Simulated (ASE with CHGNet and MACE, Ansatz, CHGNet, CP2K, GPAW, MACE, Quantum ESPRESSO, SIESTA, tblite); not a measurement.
## Running random packing of 64Li2S-20P2S5-16LiCl (mol %) (91 atoms) with machine-learned potentials

Aim: run random packing of 64Li2S-20P2S5-16LiCl (mol %) (91 atoms) in machine-learned potentials and see how near its forces come to a plane-wave reference, and at what cost.

Calculated with ASE with CHGNet and MACE; the method is named at each step.

## Step 1: The structure

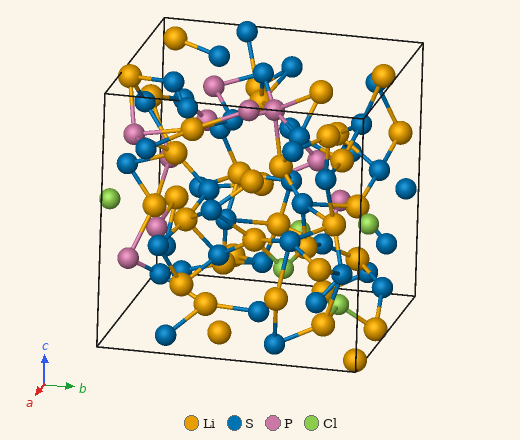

Start, viewed slightly off an axis; lithium orange, sulfur blue, phosphorus pink, chlorine green. Bonds to atoms that aren't drawn are left out. Some periodic images of atoms are drawn too.

The cell holds 91 atoms: 36 Li, 41 S, 10 P and 4 Cl. Cell: a = 12.227 Å, b = 12.227 Å, c = 12.227 Å, α = 90.0°, β = 90.0°, γ = 90.0°. 91 atoms (36 Li, 41 S, 10 P, 4 Cl) packed at random in a cube at 1.83 g/cm³ and pushed apart as soft spheres, cations and anions kept from their own kind; a start for melting by ab initio MD, not an equilibrated structure. Then every atom was moved at random, 0.03 Å r.m.s. a Cartesian component.

The yardstick, on the same geometry:

- method: Kohn-Sham DFT, PBE, SSSP efficiency 1.3.0 pseudopotentials, plane waves (Quantum ESPRESSO 7.5); sssp-pbe-1.3.0-efficiency, cutoffs 45/360 Ry, Γ point
- r.m.s. force component: 0.6083 eV/Å
- longest force: 3.37 eV/Å
- pressure: -1.242 GPa
- time: 8.1 min on 4 MPI ranks of Arm Neoverse V2, shared host
- CPU time: 32 min

## Step 2: CHGNet 0.3.0 potential

Method: machine-learned interatomic potential CHGNet 0.3.0, trained on PBE(+U) plane-wave data.

The input, run.py:

```python
import numpy as np
from ase.io import read
import mlip  # loads the published weights by name

atoms = read("structure.xyz")
atoms.calc = mlip.calc("chgnet-0.3.0")
energy = atoms.get_potential_energy()
forces = atoms.get_forces()
print(f"energy {energy:.6f} eV")
print("forces (eV/A)")
for i, (a, f) in enumerate(zip(atoms, forces)):
    print(f"{i:4d} {a.symbol:2s} {f[0]:10.5f} {f[1]:10.5f} {f[2]:10.5f}")
stress = -atoms.get_stress(voigt=False) * 160.21766
print("stress (GPa, compression positive)")
for row in stress:
    print(" ".join(f"{x:10.4f}" for x in row))
```

The input, structure.xyz:

```xyz
91
Lattice="12.22750 0.00000 0.00000 0.00000 12.22750 0.00000 0.00000 0.00000 12.22750" Properties=species:S:1:pos:R:3 pbc="T T T"
Li 2.27187 9.95429 2.25231
Li 1.71014 11.66797 8.35040
Li 3.39130 9.06437 8.54604
Li 10.11471 10.13305 10.55661
Li 9.65679 3.42945 5.72761
Li 6.97567 9.03441 11.63422
Li 6.42592 8.41790 3.91182
Li 10.38433 3.48557 2.81122
Li 5.97264 7.02507 7.54449
Li 0.39519 0.92293 3.75812
Li 1.93219 4.03080 1.73423
Li 5.10290 4.27021 2.35220
Li 3.63242 5.48037 9.81819
Li 1.11894 8.14290 0.12741
Li 9.26514 9.98119 1.18680
Li 3.93273 6.54929 4.08337
Li 9.88899 3.66238 10.17890
Li 10.32417 6.64051 8.08568
Li 2.31540 1.05743 12.02318
Li 11.96559 10.30986 4.67787
Li 4.28733 4.72140 6.45918
Li 7.08376 10.14711 8.46779
Li 9.57169 6.67108 5.04384
Li 7.30825 1.42573 5.50482
Li 7.90239 4.10330 1.18460
Li 11.44971 12.01560 0.31889
Li 7.89322 2.46519 8.31054
Li 8.53638 10.18697 5.81454
Li 5.58552 11.64449 0.02458
Li 0.75444 4.64792 9.55542
Li 5.49467 10.58681 5.81711
Li 8.47500 0.33124 11.97733
Li 1.43893 5.15132 5.14056
Li 4.27424 0.42796 9.75706
Li 11.05146 8.11380 2.78066
Li 11.75393 5.64593 1.11955
S 11.58262 1.87778 9.56398
S 3.92906 8.64973 3.34337
S 7.28796 0.07838 7.37734
S 1.14058 11.88648 5.49259
S 9.39573 10.81669 3.72988
S 9.65924 9.96822 8.31005
S 12.18849 3.90693 11.92609
S 7.57848 1.85149 2.31295
S 11.69047 2.62891 4.99946
S 3.73587 11.49813 1.46706
S 12.11464 8.91800 10.29519
S 2.32665 1.53871 9.14458
S 3.93774 7.09623 6.24165
S 0.96597 0.59841 1.55265
S 3.69992 11.17227 7.08584
S 7.69599 4.04363 6.62877
S 5.18801 10.58522 9.70240
S 7.53397 5.02135 10.05785
S 11.01844 4.92609 6.73809
S 9.40539 2.60409 12.20512
[... 31 atom lines left out ...]
Cl 6.47055 10.06115 1.32448
Cl 10.62778 0.03864 6.67646
Cl 0.64121 6.84471 2.82541
Cl 8.48014 7.85140 3.45207
```

Started as:

```sh
> OMP_NUM_THREADS=1 python run.py > output.txt
```

The log of the run:

```text
CHGNet v0.3.0 initialized with 412,525 parameters
CHGNet will run on cpu
energy -358.676514 eV
forces (eV/A)
   0 Li   -0.41250   -0.21187   -0.29039
   1 Li   -0.05304   -0.11984   -0.05284
   2 Li    0.01667    0.12689    0.06116
   3 Li    0.07662   -0.19301   -0.07511
   4 Li   -0.00605   -0.16397   -0.23220
   5 Li   -0.32448   -0.19079    0.13082
   6 Li   -0.38378    0.13059    0.02643
   7 Li    0.10258   -0.37316    0.04642
   8 Li    0.05544   -0.03810   -0.06406
   9 Li   -0.22799    0.26132    0.02643
  10 Li   -0.01261   -0.37064   -0.45898
  11 Li    0.18158    0.10966    0.07507
  12 Li   -0.98474    0.25489   -0.20832
  13 Li   -0.05430   -0.07526   -0.04048
  14 Li   -0.48212    0.06815    0.76817
  15 Li    0.23834   -0.74813   -0.25145
  16 Li    0.35961   -0.07359    0.16099
  17 Li    0.00327    0.51241    0.21651
  18 Li    0.12309   -0.19471   -0.09634
  19 Li   -0.18817    0.32735   -0.05015
  20 Li    0.03595   -0.30285    0.11308
  21 Li    0.10756    0.29253   -0.37061
  22 Li   -0.37159   -0.21919    0.37698
  23 Li   -0.19738    0.28703   -0.34927
[...]
83 P    -0.11421   -0.62113   -0.08782
  84 P     1.10089   -0.87190    0.83342
  85 P     0.32242   -0.93796    1.38025
  86 P     2.00532    0.80096   -2.48943
  87 Cl    1.23131   -0.16382   -0.16367
  88 Cl   -0.00835   -0.34980   -0.01429
  89 Cl   -0.16671   -0.58120    0.05523
  90 Cl    0.32936    0.01817   -0.76941
stress (GPa, compression positive)
   -2.0540     0.8520    -0.7561
    0.8520    -2.4013     0.3333
   -0.7561     0.3333    -2.5659
```

The job ended after 3.2 s (1 thread of Arm Neoverse V2, shared host; peak memory 0.77 GiB).

Banners, paths, timers and routine set-up lines are dropped from the logs unmarked, and long logs keep their key lines alone; longer cuts are marked.

Numbers from this run, and their distance from the reference:

```yaml
r_m_s_force_component: 0.6773 eV/Å
r_m_s_difference_of_force_components: 362.7 meV/Å
longest_difference_of_force_vectors: 1806 meV/Å
force_difference_over_r_m_s_force: 59.63 %
slope_of_forces_against_the_reference_s: 0.9421
correlation_of_force_components: 0.8461
pressure: -2.34 GPa
pressure_difference: -1.098 GPa
```

Length of the force difference by element (eV/Å):

```
element  atoms  mean  most
     Cl      4  0.35  0.45
     Li     36  0.23  0.58
      P     10  0.84   1.8
      S     41  0.69   1.5
```

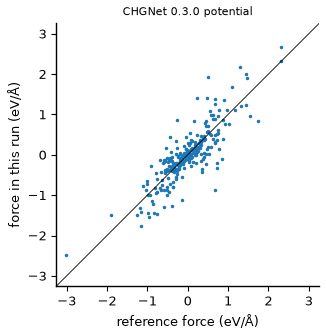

Force components against those of the reference; the line marks equality.

The surroundings of S64, picked at random, nearest first, numbered as they follow in the input and with coordinates relative to it.

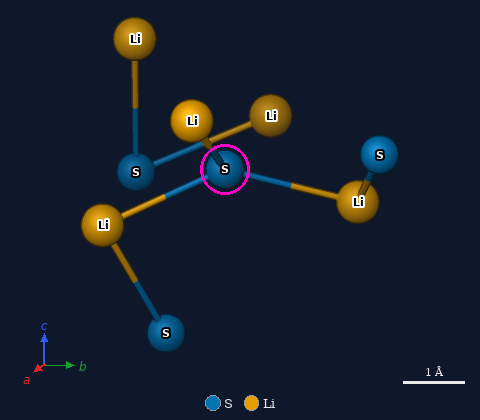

The atoms of the table, within 3.1 Å (arrows a, b, c point along x, y, z); some may hide others; the central atom is ringed.

```
atom      x      y      z  distance (Å)     Fx     Fy  Fz (eV/Å)
 S64   0.00   0.00   0.00          0.00  -0.64   0.28       0.18
Li14   1.00  -1.83  -0.83          2.25  -0.05  -0.08      -0.04
Li26  -0.89   2.04  -0.64          2.32   0.02   0.05      -0.17
 Li1   2.16  -0.02   1.29          2.51  -0.41  -0.21      -0.29
Li35  -1.29  -1.86   1.82          2.91  -0.36   0.24       0.11
 S62  -2.14  -2.05  -0.63          3.03  -0.19  -1.27      -0.86
 S50   0.85   2.85   0.59          3.03   0.86   0.37       1.00
Li15  -3.08   0.01   0.23          3.09  -0.48   0.07       0.77
 S47  -0.23  -1.06  -2.89          3.09   0.88   0.20       0.29
```

Atoms are counted from 1 here, from 0 in the log.

Forces lie 60 % from the reference's, at 0.0016 times its CPU time (on 1 against 4 cores).

## Step 3: MACE MPA-0 medium potential

Method: machine-learned interatomic potential MACE MPA-0 medium, trained on PBE(+U) plane-wave data.

Edit run.py of step 2 so:

```diff
@@ -5,3 +5,3 @@
 atoms = read("structure.xyz")
-atoms.calc = mlip.calc("chgnet-0.3.0")
+atoms.calc = mlip.calc("mace-mpa-0-medium")
 energy = atoms.get_potential_energy()
```

structure.xyz is that of step 2.

The log of the run:

```text
energy -321.093252 eV
forces (eV/A)
   0 Li   -0.52110   -0.29772   -0.41100
   1 Li   -0.28134   -0.50978   -0.18703
   2 Li   -0.20115    0.12047    0.06121
   3 Li    0.17832   -0.17855   -0.48522
   4 Li   -0.00412   -0.30269   -0.50617
   5 Li   -0.44056   -0.27455    0.28740
   6 Li   -0.41031    0.17035    0.08429
   7 Li    0.18012   -0.59098    0.12614
   8 Li    0.09636   -0.19152   -0.02397
   9 Li   -0.14320    0.15210    0.04539
  10 Li    0.04085   -0.56695   -0.57650
  11 Li    0.20002    0.19327    0.04579
  12 Li   -0.93099    0.00813   -0.20108
  13 Li    0.04886   -0.18618    0.11951
  14 Li   -0.23729   -0.36369    1.04188
  15 Li    0.42635   -0.85204   -0.31813
  16 Li    0.27383    0.19989    0.22777
  17 Li   -0.13275    0.70291    0.33317
  18 Li    0.19680   -0.31854   -0.14602
  19 Li   -0.25403    0.26677   -0.04438
  20 Li   -0.15323   -0.31407    0.10358
  21 Li    0.39544    0.23873   -0.71979
  22 Li   -0.34154   -0.43037    0.68569
  23 Li   -0.39946    0.52761   -0.31403
[...]
83 P    -0.15008   -0.56182   -0.34867
  84 P     1.39999    0.63034    1.72892
  85 P     0.47571   -0.76212    0.82298
  86 P     1.48452    0.49278   -2.62351
  87 Cl    1.35684    0.09737   -0.23017
  88 Cl    0.11011   -0.37849    0.43211
  89 Cl   -0.43987   -0.64704   -0.05738
  90 Cl    0.36026    0.31810   -1.21293
stress (GPa, compression positive)
   -0.9680     0.9113    -0.7007
    0.9113    -1.2627     0.6420
   -0.7007     0.6420    -1.0790
```

Run time: 7.1 s. Hardware: 1 thread; peak memory 0.95 GiB.

Numbers from this run, and their distance from the reference:

```yaml
r_m_s_force_component: 0.6379 eV/Å
r_m_s_difference_of_force_components: 179.7 meV/Å
longest_difference_of_force_vectors: 764.7 meV/Å
force_difference_over_r_m_s_force: 29.54 %
slope_of_forces_against_the_reference_s: 1.006
correlation_of_force_components: 0.9595
pressure: -1.103 GPa
pressure_difference: 0.1388 GPa
```

Against the first run (60 %), the force difference from the reference is 30 %, at 2.3 times the CPU time.

## Step 4: MACE MP-0b3 medium potential

Method: machine-learned interatomic potential MACE MP-0b3 medium, trained on PBE(+U) plane-wave data.

Edit run.py of step 3 so:

```diff
@@ -5,3 +5,3 @@
 atoms = read("structure.xyz")
-atoms.calc = mlip.calc("mace-mpa-0-medium")
+atoms.calc = mlip.calc("mace-mp-0b3-medium")
 energy = atoms.get_potential_energy()
```

structure.xyz is that of step 3.

The log of the run:

```text
energy -327.529976 eV
forces (eV/A)
   0 Li   -0.28556   -0.31533   -0.08695
   1 Li   -0.13074   -0.35705   -0.22528
   2 Li   -0.23945    0.02172   -0.06638
   3 Li    0.03749   -0.25905   -0.29758
   4 Li    0.04230   -0.39108   -0.33494
   5 Li   -0.28695   -0.34567    0.02177
   6 Li   -0.60255    0.06734    0.24340
   7 Li    0.15356   -0.73024    0.16442
   8 Li    0.07222   -0.12803   -0.00169
   9 Li    0.00701    0.22336   -0.23696
  10 Li    0.03096   -0.50624   -0.53749
  11 Li    0.10923    0.20393    0.02289
  12 Li   -0.72139    0.10221   -0.14972
  13 Li   -0.15692   -0.20399   -0.06477
  14 Li   -0.16266   -0.24670    1.09394
  15 Li    0.48141   -0.57131   -0.10024
  16 Li    0.36582    0.23122    0.09444
  17 Li   -0.26812    0.44962    0.51823
  18 Li    0.24029   -0.39191   -0.24346
  19 Li   -0.07503    0.20260    0.04546
  20 Li   -0.26450   -0.23050    0.21713
  21 Li    0.26745    0.29140   -0.48094
  22 Li   -0.23354   -0.16179    0.57120
  23 Li   -0.14600    0.35449   -0.41305
[...]
83 P    -0.39950   -0.53544   -0.26352
  84 P     0.80776    0.95377    1.47317
  85 P     0.54454   -0.77786    1.15356
  86 P     1.27984    0.40310   -2.42124
  87 Cl    1.07884   -0.04369   -0.07454
  88 Cl    0.03577   -0.23180    0.22647
  89 Cl   -0.34227   -0.43164   -0.23308
  90 Cl    0.59579    0.28389   -1.08018
stress (GPa, compression positive)
   -0.2349     0.8165    -0.7289
    0.8165    -0.1995     0.6331
   -0.7289     0.6331    -0.5375
```

Wall time 7 s (1 thread); peak memory 0.92 GiB.

Against the reference:

```
r.m.s. force component                  : 0.6219 eV/Å
r.m.s. difference of force components   : 234.4 meV/Å
longest difference of force vectors     : 954.3 meV/Å
force difference over r.m.s. force      : 38.53 %
slope of forces against the reference's : 0.9483
correlation of force components         : 0.9276
pressure                                : -0.324 GPa
pressure difference                     : 0.918 GPa
```

Against the first run (60 %), the force difference from the reference is 39 %, at 2.3 times the CPU time.

## Step 5: Side by side

Differences are against the plane-wave reference, forces as r.m.s. over components; share is that over the reference's r.m.s. force, slope the least-squares factor from reference forces to these. Total energies of different programs have different zeros and aren't compared.

```
                         run  Δ force, r.m.s. (meV/Å)  share (%)  slope  Δ pressure (GPa)  cores  CPU time  memory (GiB)
                   reference                        -          -      -                 -      4    32 min           4.6
      CHGNet 0.3.0 potential                      363       59.6  0.942             -1.10      1     3.1 s          0.77
 MACE MPA-0 medium potential                      180       29.5  1.006             0.139      1     7.1 s          0.95
MACE MP-0b3 medium potential                      234       38.5  0.948             0.918      1       7 s          0.92
```

Times of the machine-learned potentials are mostly Python's start and the loading of weights.

CPU time is summed over cores on a shared host, where runs went side by side, so it is rough. Symmetry, cutoffs, thresholds, outputs and thread counts weren't matched or tuned between programs; memory under MPI is the largest rank's times the ranks.

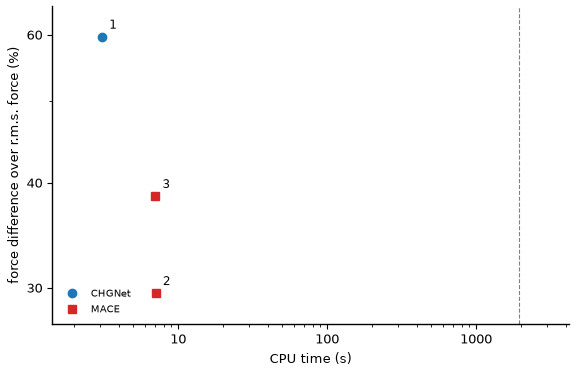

Force difference against CPU time; the dashed line marks the reference's time. Points: 1 CHGNet 0.3.0 potential; 2 MACE MPA-0 medium potential; 3 MACE MP-0b3 medium potential.

## Step 6: Outcome

```json
{"nearest in forces": "MACE MPA-0 medium potential, 30 %", "its CPU time": "7.1 s"}
```

Machine-learned potentials differ by 30 % (MACE MPA-0 medium potential) to 60 % (CHGNet 0.3.0 potential); they were trained on other programs' data. The reference's pressure holds the uncorrected Pulay stress of its 45 Ry basis, so small pressure differences, and their order, may be the reference's own error. Machine-learned potentials mimic data converged in k, so the reference's own k-point error enters their differences. The electronic-structure runs sample only Γ, in a cell whose shortest periodic width is 12 Å, which is coarse for a cell with partly filled levels.

[Also dropped from logs without a mark: logging warnings of Python, and SIESTA's first energy breakdown and zero terms.]

[Logs are printed without paths, hosts, clocks, repeated set-up lines and the standing remarks that a program may print on its own settings, such as how far it seeks lower states.]

[Hosts, paths, dates, database ids (printed as entryN), source tags and the programs' standing remarks are cut or masked in the printed files.]
